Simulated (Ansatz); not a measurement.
PHF2 (difluorophosphine): the energy, rung by rung

PHF2: 4 atoms, total charge 0, spin state singlet. SMILES: `FPF`. The coordinates come from a GFN2-xTB relaxation.

```jsonl
{"atom": "F", "x (Å)": "1.2007", "y (Å)": "0.6039", "z (Å)": "-0.2440"}
{"atom": "P", "x (Å)": "-0.0208", "y (Å)": "-0.4330", "z (Å)": "-0.4600"}
{"atom": "F", "x (Å)": "-1.1772", "y (Å)": "0.6655", "z (Å)": "-0.1956"}
{"atom": "H", "x (Å)": "-0.0027", "y (Å)": "-0.8363", "z (Å)": "0.8997"}
```

Each level gives the energy change with the F1–P2 bond stretched from 1.617 to 2.425 Å (eV). The values are calculated.

```csv
level,kind,program,value (eV),less FCI/STO-3G,CPU time (all runs)
HF/STO-3G (restricted),Hartree–Fock,Ansatz,5.05,+2.89,0.2 s
SVWN5/STO-3G (restricted),LDA,Ansatz,3.09,+0.93,1.4 s
BLYP/STO-3G (restricted),GGA,Ansatz,2.57,+0.41,2.1 s
BHLYP/STO-3G (restricted),global hybrid,Ansatz,3.98,+1.82,1.9 s
CAM-B3LYP/STO-3G (restricted),range-separated hybrid,Ansatz,3.60,+1.44,2.4 s
wB97X/STO-3G (restricted),range-separated hybrid,Ansatz,3.64,+1.48,8.7 s
RPA@PBE/STO-3G (restricted),RPA,Ansatz,2.04,-0.12,3.1 s
CCSDTQ/STO-3G (restricted),coupled cluster or CI,Ansatz,2.16,0.00,20 s
FCI/STO-3G,exact in the basis,Ansatz,2.16,0.00,0.97 s
```

FCI/STO-3G is exact within its basis and frozen core, so for wave-function methods in that basis the difference is their error; functionals converge differently with the basis, so for them it is only a difference. A spin-restricted reference rises too steeply as a bond breaks; here HF/STO-3G, SVWN5/STO-3G, BLYP/STO-3G, BHLYP/STO-3G, CAM-B3LYP/STO-3G, wB97X/STO-3G lie well above the multireference or unrestricted value. The first shape isn't each level's own minimum. The values span 2.04 to 5.05 eV. All rows use very small basis sets, so none should be taken for the real molecule's value. Times are those of the runs behind each value, whatever else they computed, on shared processors of several kinds: orders of magnitude only.

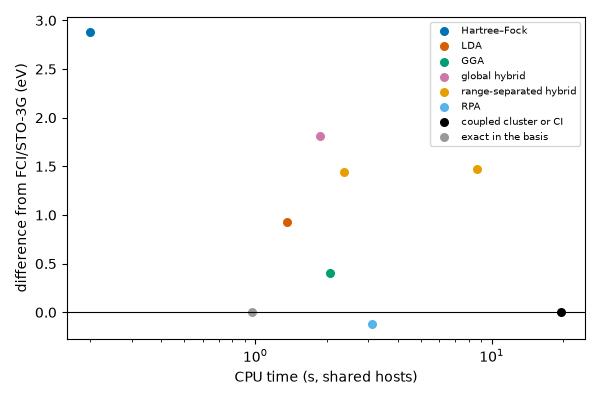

Difference from FCI/STO-3G against processor time, one point a level.
